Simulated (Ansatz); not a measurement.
# Geometry relaxation, with input and output: C2H8O2Si (part 2 of 2)

Continued. System: C2H8O2Si. Method: RKS PBE-D4/def2-SVP (Ansatz 0.2.0). The geometry: force-field start.

Geometry of the input (Å):
```
C  -1.2663  -1.0689  1.0554
O  -0.4619  0.0986  1.2047
C  0.7562  -0.0401  0.4843
Si 0.9308  0.6061  -1.2811
O  0.2379  2.1258  -1.4336
H  -1.5655  -1.1598  -0.0115
H  -0.8176  -1.9207  1.4574
H  -2.1999  -0.8158  1.5898
H  1.5208  0.5657  1.1078
H  1.1342  -1.0807  0.5676
H  0.0396  -0.2948  -2.1262
H  2.2724  0.5982  -1.7590
H  -0.5601  2.3516  -0.8410
```

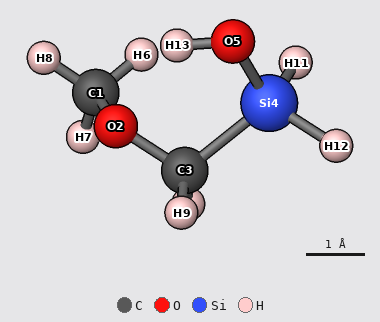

The geometry at step 12 of the log (ball-and-stick view, seen at a tilt; atoms are numbered from 1 in the order of the input).

### Trajectory as extended XYZ, continued
```
13
Properties=species:S:1:pos:R:3:forces:R:3 step=5 energy=-14157.83052 accepted=F
C    -1.2752   -0.9879    0.9659   -0.0321   0.0173   0.0103
O    -0.4286    0.1201    1.1446   -0.0539   0.1653   0.1231
C     0.8603   -0.0305    0.5494   -0.0459   0.0305  -0.0716
Si    0.7893    0.5561   -1.2683    0.4222  -0.1640  -0.1291
O     0.2217    2.1380   -1.3301    0.0446  -0.0686   0.0100
H    -1.4654   -1.2281   -0.1076    0.0034  -0.0103  -0.0177
H    -0.8676   -1.9058    1.4535    0.0175  -0.0492   0.0124
H    -2.2364   -0.7285    1.4454   -0.1173  -0.0678   0.0173
H     1.5476    0.6425    1.1066    0.0296   0.0240  -0.0037
H     1.2594   -1.0670    0.6835    0.0076   0.0041  -0.0561
H    -0.0573   -0.3818   -2.0919   -0.0545   0.0050   0.0129
H     2.1804    0.5788   -1.8360   -0.0236  -0.0025  -0.0553
H    -0.5076    2.2592   -0.7004   -0.1977   0.1161   0.1475
13
Properties=species:S:1:pos:R:3:forces:R:3 step=6 energy=-14157.84155
C    -1.2854   -0.9860    0.9825    0.0270  -0.0150   0.0028
O    -0.4453    0.1345    1.1451   -0.0233   0.0252  -0.0110
C     0.8409   -0.0252    0.5398    0.0367  -0.0165  -0.0091
Si    0.8171    0.5508   -1.2834    0.0147  -0.0109  -0.0020
O     0.2223    2.1245   -1.3249    0.0053   0.0362  -0.0110
H    -1.4977   -1.2211   -0.0882   -0.0061   0.0005  -0.0119
H    -0.8458   -1.9040    1.4470   -0.0081   0.0177  -0.0035
H    -2.2434   -0.7605    1.4904   -0.0113   0.0046  -0.0053
H     1.5384    0.6420    1.0930    0.0033   0.0052   0.0105
H     1.2332   -1.0651    0.6686   -0.0073   0.0060   0.0091
H    -0.0216   -0.3820   -2.1234   -0.0064  -0.0090   0.0060
H     2.2122    0.5875   -1.8401   -0.0212   0.0029  -0.0064
H    -0.5043    2.2698   -0.6917   -0.0033  -0.0469   0.0317
13
Properties=species:S:1:pos:R:3:forces:R:3 step=7 energy=-14157.84683
C    -1.2819   -0.9640    0.9611   -0.0540  -0.1239   0.0107
O    -0.4385    0.1513    1.1201    0.0456   0.0835   0.0004
C     0.8602   -0.0257    0.5394    0.0090  -0.0163   0.0014
Si    0.8218    0.5423   -1.2853    0.0201  -0.0456  -0.0002
O     0.1975    2.1046   -1.2897   -0.0941   0.0479   0.0497
H    -1.4808   -1.2166   -0.1087    0.0048   0.0113   0.0007
H    -0.8584   -1.8794    1.4472   -0.0061   0.0441  -0.0108
H    -2.2471   -0.7254    1.4500   -0.0006   0.0077  -0.0098
H     1.5484    0.6484    1.0952    0.0141  -0.0030   0.0010
H     1.2422   -1.0657    0.6892   -0.0104   0.0056   0.0088
H    -0.0286   -0.4020   -2.1011    0.0176  -0.0005  -0.0116
H     2.2018    0.6000   -1.8753   -0.0186   0.0084  -0.0041
H    -0.5159    2.1973   -0.6274    0.0726  -0.0193  -0.0363
13
Properties=species:S:1:pos:R:3:forces:R:3 step=8 energy=-14157.85024
C    -1.2829   -0.9342    0.9429   -0.0756  -0.1595   0.0057
O    -0.4279    0.1748    1.0919    0.0810   0.0776   0.0110
C     0.8816   -0.0330    0.5370   -0.0152  -0.0365   0.0288
Si    0.8300    0.5300   -1.2888    0.0126   0.0356  -0.1086
O     0.1481    2.0705   -1.2477   -0.2196  -0.0218   0.2054
H    -1.4601   -1.2118   -0.1251    0.0041   0.0182   0.0254
H    -0.8809   -1.8422    1.4615   -0.0178   0.0727  -0.0197
H    -2.2568   -0.6714    1.4035    0.0322   0.0046  -0.0197
H     1.5673    0.6437    1.0918    0.0187  -0.0058   0.0021
H     1.2432   -1.0758    0.7140   -0.0174   0.0286  -0.0141
H     0.0002   -0.4314   -2.1062    0.0058  -0.0083   0.0090
H     2.1878    0.6415   -1.9252   -0.0192   0.0029   0.0645
H    -0.5291    2.1045   -0.5349    0.2104  -0.0083  -0.1898
13
Properties=species:S:1:pos:R:3:forces:R:3 step=9 energy=-14157.85332
C    -1.2843   -0.9134    0.9374   -0.0437  -0.1009   0.0269
O    -0.4158    0.1890    1.0780    0.0395   0.0201   0.0225
C     0.8911   -0.0398    0.5237   -0.0110  -0.0313   0.0340
Si    0.8328    0.5243   -1.3024   -0.0055   0.1148   0.0270
O     0.0995    2.0424   -1.2310   -0.2027  -0.0746   0.1988
H    -1.4550   -1.2030   -0.1281   -0.0021   0.0140   0.0214
H    -0.8962   -1.8172    1.4730   -0.0172   0.0669  -0.0254
H    -2.2579   -0.6317    1.3869    0.0289   0.0009  -0.0225
H     1.5854    0.6295    1.0766    0.0228  -0.0079  -0.0007
H     1.2373   -1.0869    0.7039   -0.0175   0.0288  -0.0094
H     0.0236   -0.4605   -2.1128    0.0515   0.0198  -0.0429
H     2.2016    0.6849   -1.9085   -0.0823  -0.0222   0.0113
H    -0.5416    2.0476   -0.4820    0.2392  -0.0283  -0.2410
13
Properties=species:S:1:pos:R:3:forces:R:3 step=10 energy=-14157.85922
C    -1.2895   -0.8907    0.9442    0.0110   0.0137   0.0364
O    -0.4005    0.2000    1.0823    0.0124  -0.0440   0.0120
C     0.8977   -0.0498    0.5159   -0.0244  -0.0237   0.0352
Si    0.8381    0.5221   -1.3097   -0.0626   0.1854  -0.0459
O     0.0318    2.0064   -1.2258   -0.1218  -0.1714   0.2101
H    -1.4603   -1.1813   -0.1202    0.0027   0.0030  -0.0008
H    -0.9173   -1.7938    1.4885   -0.0148   0.0297  -0.0231
H    -2.2595   -0.5877    1.3865    0.0213  -0.0004  -0.0109
H     1.6110    0.6017    1.0671   -0.0014  -0.0118  -0.0136
H     1.2254   -1.1040    0.6852   -0.0146   0.0199   0.0005
H     0.0969   -0.4795   -2.1668    0.0307   0.0317   0.0240
H     2.2091    0.7343   -1.8948   -0.0632   0.0014   0.0328
H    -0.5622    1.9874   -0.4379    0.2246  -0.0334  -0.2569
13
Properties=species:S:1:pos:R:3:forces:R:3 step=11 energy=-14157.86445
C    -1.2944   -0.8621    0.9503    0.0303   0.0700   0.0040
O    -0.3778    0.2058    1.0994    0.0112  -0.0483  -0.0258
C     0.9051   -0.0626    0.5084    0.0266   0.0268   0.0774
Si    0.8471    0.5214   -1.3162   -0.1937   0.1823  -0.0818
O    -0.0443    1.9591   -1.2328    0.0150  -0.2447   0.1707
H    -1.4733   -1.1338   -0.1176   -0.0030  -0.0017  -0.0045
H    -0.9420   -1.7788    1.4818   -0.0078  -0.0035  -0.0053
H    -2.2555   -0.5397    1.3973    0.0147  -0.0054  -0.0002
H     1.6412    0.5692    1.0542   -0.0304  -0.0226  -0.0069
H     1.2155   -1.1237    0.6639   -0.0096   0.0091  -0.0027
H     0.1673   -0.5080   -2.1944    0.0623   0.0577   0.0260
H     2.2177    0.8043   -1.8690   -0.0437  -0.0163   0.0236
H    -0.5860    1.9141   -0.4107    0.1281  -0.0033  -0.1746
13
Properties=species:S:1:pos:R:3:forces:R:3 step=12 energy=-14157.86835
C    -1.2949   -0.8264    0.9478    0.0166   0.0449   0.0208
O    -0.3514    0.2150    1.1135   -0.0272  -0.0525   0.0042
C     0.9191   -0.0705    0.5068   -0.0064  -0.0093   0.0491
Si    0.8421    0.5103   -1.3215   -0.1070   0.2549  -0.0865
O    -0.1210    1.9025   -1.2246    0.0915  -0.3224   0.0961
H    -1.4882   -1.0718   -0.1246    0.0037   0.0095   0.0015
H    -0.9624   -1.7632    1.4571   -0.0053   0.0082  -0.0120
H    -2.2443   -0.4899    1.4092    0.0134  -0.0093  -0.0066
H     1.6688    0.5481    1.0490   -0.0264  -0.0166  -0.0490
H     1.2150   -1.1366    0.6545   -0.0099   0.0031   0.0131
H     0.2399   -0.5346   -2.2377    0.0243   0.0623   0.0732
H     2.2133    0.8523   -1.8393   -0.0435   0.0025   0.0045
H    -0.6154    1.8301   -0.3755    0.0761   0.0247  -0.1084
13
Properties=species:S:1:pos:R:3:forces:R:3 step=13 energy=-14157.87203
C    -1.2981   -0.7976    0.9394    0.0023  -0.0262  -0.0099
O    -0.3320    0.2181    1.1281   -0.0013  -0.0192  -0.0081
C     0.9297   -0.0776    0.5094    0.0359   0.0089   0.0440
Si    0.8485    0.5032   -1.3221   -0.2156   0.2057  -0.0995
O    -0.1895    1.8403   -1.2223    0.1870  -0.2963   0.0486
H    -1.5051   -1.0072   -0.1392    0.0102   0.0216   0.0364
H    -0.9816   -1.7573    1.4175   -0.0102   0.0406  -0.0204
H    -2.2368   -0.4557    1.4183    0.0146  -0.0064  -0.0058
H     1.6878    0.5379    1.0411   -0.0116  -0.0132   0.0012
H     1.2185   -1.1455    0.6581   -0.0074   0.0086   0.0003
H     0.2927   -0.5689   -2.2332    0.0315   0.0563   0.0294
H     2.2033    0.9049   -1.8427   -0.0407  -0.0089   0.0369
H    -0.6166    1.7706   -0.3380    0.0053   0.0286  -0.0532
13
Properties=species:S:1:pos:R:3:forces:R:3 step=14 energy=-14157.87436
C    -1.2974   -0.7825    0.9363    0.0107  -0.0255  -0.0033
O    -0.3200    0.2194    1.1374   -0.0012  -0.0082   0.0068
C     0.9370   -0.0815    0.5119   -0.0104  -0.0015   0.0166
Si    0.8446    0.4947   -1.3232   -0.1428   0.2039  -0.0437
O    -0.2203    1.8075   -1.2241    0.2207  -0.2409  -0.0991
H    -1.5141   -0.9673   -0.1447    0.0056   0.0120   0.0247
H    -0.9866   -1.7543    1.3925   -0.0119   0.0310  -0.0173
H    -2.2289   -0.4411    1.4288    0.0082  -0.0044  -0.0033
H     1.6993    0.5315    1.0392   -0.0019  -0.0018  -0.0054
H     1.2217   -1.1502    0.6612   -0.0027  -0.0006  -0.0003
H     0.3154   -0.5803   -2.2421    0.0245   0.0245   0.0125
H     2.1964    0.9263   -1.8250   -0.0279  -0.0164   0.0065
H    -0.6265    1.7431   -0.3336   -0.0708   0.0280   0.1053
13
Properties=species:S:1:pos:R:3:forces:R:3 step=15 energy=-14157.87691
C    -1.2977   -0.7610    0.9337    0.0071  -0.0237  -0.0073
O    -0.3038    0.2201    1.1561    0.0044  -0.0071  -0.0140
C     0.9446   -0.0868    0.5167   -0.0346   0.0003  -0.0016
Si    0.8414    0.4854   -1.3228   -0.0405   0.1059  -0.0157
O    -0.2662    1.7556   -1.2306    0.0792  -0.1324   0.0313
H    -1.5307   -0.9034   -0.1507    0.0073   0.0071   0.0328
H    -0.9951   -1.7523    1.3514   -0.0134   0.0321  -0.0141
H    -2.2178   -0.4233    1.4496    0.0061  -0.0079  -0.0030
H     1.7145    0.5221    1.0365    0.0068   0.0053  -0.0026
H     1.2242   -1.1569    0.6645    0.0022  -0.0064  -0.0035
H     0.3646   -0.5982   -2.2558   -0.0130  -0.0104   0.0044
H     2.1845    0.9540   -1.8117    0.0019   0.0048   0.0072
H    -0.6418    1.7098   -0.3223   -0.0136   0.0325  -0.0139
13
Properties=species:S:1:pos:R:3:forces:R:3 step=16 energy=-14157.87748
C    -1.2982   -0.7519    0.9316   -0.0028  -0.0062  -0.0114
O    -0.2978    0.2213    1.1604    0.0071  -0.0135  -0.0096
C     0.9469   -0.0889    0.5161   -0.0134   0.0048   0.0027
Si    0.8416    0.4819   -1.3244    0.0154  -0.0155   0.0236
O    -0.2884    1.7249   -1.2348   -0.0162   0.0041   0.0358
H    -1.5415   -0.8746   -0.1526    0.0047   0.0035   0.0264
H    -0.9972   -1.7508    1.3302   -0.0051   0.0194  -0.0046
H    -2.2121   -0.4183    1.4611    0.0056  -0.0060  -0.0035
H     1.7203    0.5182    1.0327    0.0064   0.0000   0.0053
H     1.2242   -1.1600    0.6621    0.0008  -0.0025   0.0013
H     0.3821   -0.6133   -2.2524    0.0066   0.0077  -0.0156
H     2.1814    0.9739   -1.7994   -0.0003  -0.0065  -0.0155
H    -0.6406    1.7028   -0.3160   -0.0088   0.0107  -0.0350
13
Properties=species:S:1:pos:R:3:forces:R:3 step=17 energy=-14157.87760
C    -1.2975   -0.7510    0.9313    0.0010  -0.0022  -0.0051
O    -0.2950    0.2186    1.1621    0.0003   0.0082   0.0080
C     0.9491   -0.0904    0.5179   -0.0038  -0.0046   0.0185
Si    0.8434    0.4805   -1.3216   -0.0347   0.0213   0.0038
O    -0.2886    1.7235   -1.2319    0.0191  -0.0039  -0.0301
H    -1.5406   -0.8704   -0.1523   -0.0032  -0.0021  -0.0020
H    -0.9998   -1.7510    1.3276    0.0006  -0.0040   0.0036
H    -2.2106   -0.4163    1.4609   -0.0009  -0.0024   0.0026
H     1.7217    0.5172    1.0358    0.0046  -0.0042  -0.0051
H     1.2275   -1.1613    0.6641    0.0019  -0.0022  -0.0014
H     0.3842   -0.6113   -2.2552    0.0042   0.0070   0.0038
H     2.1817    0.9709   -1.8043   -0.0077   0.0044   0.0035
H    -0.6548    1.7061   -0.3198    0.0185  -0.0152   0.0001
13
Properties=species:S:1:pos:R:3:forces:R:3 step=18 energy=-14157.87779
C    -1.2984   -0.7535    0.9342    0.0011   0.0015  -0.0019
O    -0.2977    0.2193    1.1616    0.0048  -0.0002  -0.0037
C     0.9466   -0.0903    0.5175   -0.0071   0.0021   0.0052
Si    0.8435    0.4825   -1.3222    0.0048  -0.0064  -0.0099
O    -0.2841    1.7281   -1.2373   -0.0043   0.0082  -0.0022
H    -1.5426   -0.8765   -0.1490   -0.0004  -0.0004   0.0009
H    -0.9976   -1.7518    1.3328    0.0007  -0.0005   0.0008
H    -2.2117   -0.4201    1.4642    0.0003  -0.0002   0.0009
H     1.7204    0.5155    1.0354    0.0014  -0.0009   0.0004
H     1.2239   -1.1617    0.6624    0.0003  -0.0008  -0.0020
H     0.3849   -0.6073   -2.2574    0.0001  -0.0031   0.0013
H     2.1824    0.9718   -1.8029    0.0038  -0.0001   0.0039
H    -0.6489    1.7092   -0.3248   -0.0054   0.0007   0.0062
```

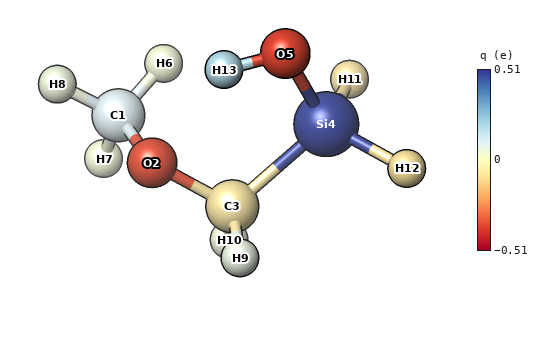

Mulliken charges, as the colour of each atom (ball-and-stick view, seen at a tilt; atoms are numbered from 1 in the order of the input). By element: C −0.07 to +0.10, O −0.37 to −0.36, Si +0.49 and H −0.09 to +0.18 e.
